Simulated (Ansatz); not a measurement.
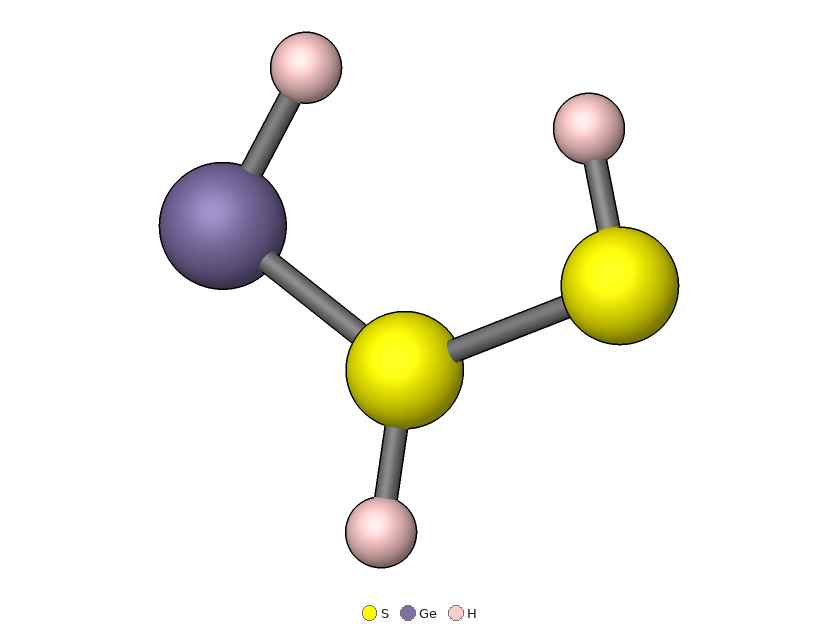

Starting geometry of the run.

Input file:

```yaml
crystal:
  periodic: [false, false, false]
  atoms:
    - {symbol: S, position_ang: [0.051164, -0.686493, 0.413048]}
    - {symbol: Ge, position_ang: [0.748075, 1.070721, 1.384102]}
    - {symbol: S, position_ang: [-0.767927, -0.804296, -1.544410]}
    - {symbol: H, position_ang: [0.433742, 1.990726, 0.228730]}
    - {symbol: H, position_ang: [0.137810, -1.849444, 1.112789]}
    - {symbol: H, position_ang: [-0.646692, 0.514324, -1.800277]}
basis:
  gaussian: {orbitals: def2-SVP}
total_charge: 1
hamiltonian: {xc: pbe, dispersion: d4}
relax: {f_tol: 0.03, max_steps: 250}
```

It was started with:

```sh
ansatz run in.yaml --threads 2 --pin off --events-out ev --progress --plain --max-ram 4352MiB
```

Output (its end):

```
mean field -78197.80751265 eV, -2873.7164217123 hartree, gradient 3.9e-5 eV, S^2 0.000000; 1 other end points of the search recorded, 0 dependent functions left out
the calculation of the forces begins
reference -78197.80754381 eV, -2873.7164228574 hartree; 33, 33 occupied and 50, 50 virtual orbitals, 935 factors
Total energy: -78197.95911892 eV, -2873.7219931399 hartree
Atom 0 at     0.515943    -0.584006     0.049968 Å, force    -0.005082    -0.000370    -0.000866 eV/Å
Atom 1 at     0.651344     1.135262     1.825972 Å, force     0.002979    -0.000786    -0.001839 eV/Å
Atom 2 at    -1.195747    -0.259235    -1.133633 Å, force     0.004129     0.001330     0.000073 eV/Å
Atom 3 at     0.356852     2.145543     0.612289 Å, force    -0.002272     0.001737     0.003016 eV/Å
Atom 4 at     0.149184    -1.712999     0.742105 Å, force    -0.000432     0.002224    -0.003447 eV/Å
Atom 5 at    -0.521404    -0.489028    -2.302719 Å, force     0.000678    -0.004135     0.003063 eV/Å
Dipole moment:     0.083845    -0.206165    -0.037006 e Å
```
